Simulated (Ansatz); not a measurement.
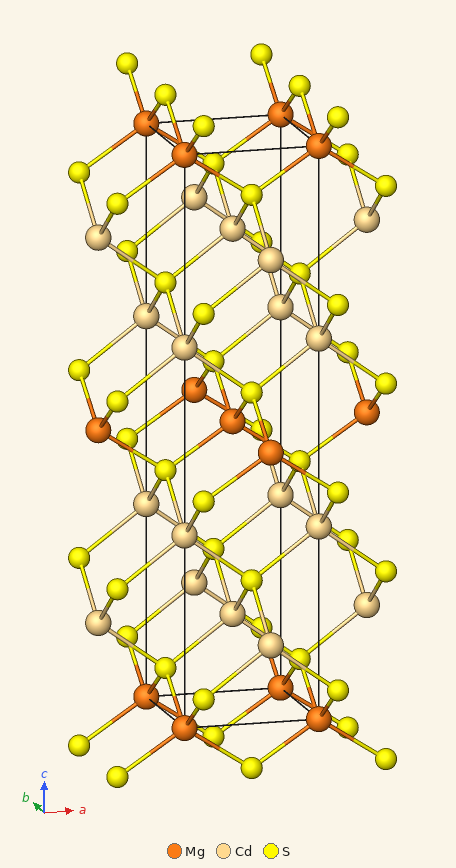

The crystal in a ball-and-stick representation, seen slightly off an axis. The conventional unit cell is outlined; an atom on or near a face, edge or corner is repeated at each equivalent position. The first bonded neighbours in the surrounding cells are also shown.

MgCd₂S₃, space group I-4m2 (No. 119), a = 4.142 Å, b = 4.142 Å, c = 17.487 Å, α = 90.00°, β = 90.00°, γ = 90.00°. The initial geometry was a structure type filled with these elements by a generator (whether the compound takes this form wasn't checked). Earlier steps of the study, as a rule a relaxation of our own, may have changed the cell and positions, so they can lie some per cent off the listed ones. A calculation with Ansatz used it as input.

This one geometry was computed with Ansatz (DFT, plane waves, PAW) at three levels of theory: LDA, r2SCAN and PBE.

Q: Which level gives the highest pressure at this volume, and what does that say about its equilibrium volume?

A: Highest: PBE (0.0 GPa), which points to the largest equilibrium volume. Lowest, with the smallest volume: LDA (-4.3 GPa). Levels within 0.5 GPa of each other can't be told apart.

Q: How does the band gap change with the level of theory?

A: LDA: a gap of 1.39 eV, direct; PBE: a gap of 1.66 eV, direct; r2SCAN: a gap of 2.14 eV, direct.

Q: Collect the results in a table.

A:
| level | cutoff (eV) | k-mesh of the run's cell | gap (eV) | pressure (GPa) |
| --- | --- | --- | --- | --- |
| LDA | 420 | 10×10×10 | 1.39 | -4.3 |
| r2SCAN | 500 | 10×10×10 | 2.14 | -1.3 |
| PBE | 420 | 10×10×10 | 1.66 | 0.0 |

Gaps are taken on the k-mesh or band path of each run.
